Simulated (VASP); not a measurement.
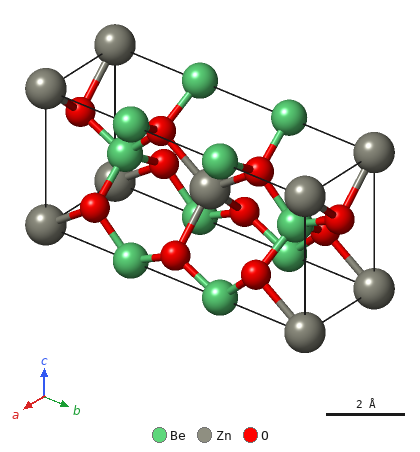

Starting structure of crystalline Be$_{2}$ZnO$_{3}$ (a generated structure, set up in Imm2). The picture is a ball-and-stick view of the conventional cell (2 times the calculation's cell), seen from a free direction. Lengths and directions refer to the drawn axes.

The run lets cell and atoms move.

Level of theory: Kohn-Sham DFT of a periodic cell, PBE, VASP PAW PBE potentials, recommended in VASP 6.6.1.

The input:
```
SYSTEM = Be2ZnO3
PREC     = Accurate       ! precision mode
ENCUT    = 520            ! plane-wave cutoff, eV
EDIFF    = 1E-6           ! SCF threshold, eV
ISMEAR   = 0              ! smearing method
SIGMA    = 0.03           ! smearing width, eV
LREAL    = .False.        ! projectors in reciprocal space
LASPH    = .True.         ! aspherical terms in the spheres
NELM     = 120            ! most SCF steps
ALGO     = Normal         ! electronic algorithm
ISIF     = 3              ! what is computed and relaxed
LWAVE    = .False.        ! write WAVECAR
LCHARG   = .False.        ! write CHGCAR
GGA      = PE             ! functional
IBRION   = 2              ! ionic algorithm
NSW      = 90             ! ionic steps
EDIFFG   = -0.01          ! ionic threshold
KPAR     = 4
```

Launched with:
```bash
cat potpaw_PBE.64/Be/POTCAR potpaw_PBE.64/Zn/POTCAR potpaw_PBE.64/O/POTCAR > POTCAR
mpirun -np 4 vasp_std > vasp.out
```

The structure:
```
CELL_PARAMETERS angstrom
-1.42600 4.33100 2.06000
1.42600 -4.33100 2.06000
1.42600 4.33100 -2.06000
ATOMIC_POSITIONS crystal
Be 0.33102 0.00316 0.32787
Be 0.67529 0.00316 0.67213
Zn 0.00631 0.00631 0.00000
O 0.47005 0.28107 0.18899
O 0.09208 0.28107 0.81101
O 0.67549 0.17549 0.50000
```

Q: Where does the relaxation end?

A: The energy falls by 0.3 meV per atom in 6 geometry steps. Largest force component: 0.08 eV/Å at the start, 0.0062 eV/Å at the end. The pressure goes from 0.28 to 0.04 GPa. The largest move relative to the cell is that of the Zn atom, 0.008 Å along +c. Largest moves by element: Zn 0.008 Å, O 0.005 Å, Be 0.005 Å. The drawn cell changes as follows: a 2.852 → 2.841 Å (−0.4 %), b 8.662 → 8.661 Å (0.0 %), c 4.120 → 4.139 Å (+0.5 %); the volume changes by +0.1 %. Some distances before and after: O–Zn 1.973 → 1.979 Å, Be–O 1.651 → 1.647 Å. The space group stays Imm2 (No. 44).
